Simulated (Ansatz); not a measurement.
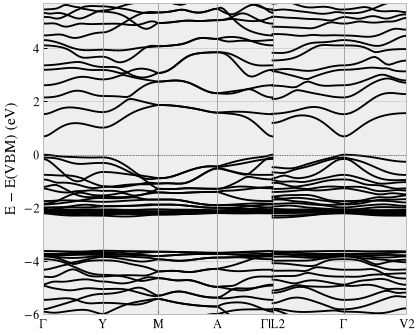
Fig. 1. Band structure from DFT-r²SCAN in the program Ansatz with PAW potentials

Q: Read off the gap and where the band edges lie.

A: About 0.7 eV (0.68 eV by a search for the band edges); maximum at Γ, minimum at Γ.

The material is Cu$_{2}$SiSe$_{3}$ in space group Cc (No. 9; Pearson symbol mS24).

The first step of the workflow began from a Materials Project structure, measured or hypothetical; the Crystallography Open Database copy checked does not list it. With Si and Cu taken as one species the cell has the higher symmetry F-43m, so it may be an ordered model of a mixed-site phase. Whether it is the stable phase at ambient conditions was not checked. The cell was relaxed with r²SCAN under the symmetry of its start; its stability against distortions is not shown here. No spin polarisation was allowed. Spin–orbit coupling is left out wherever it is not named.

Potentials: the later of the program's two PAW sets.
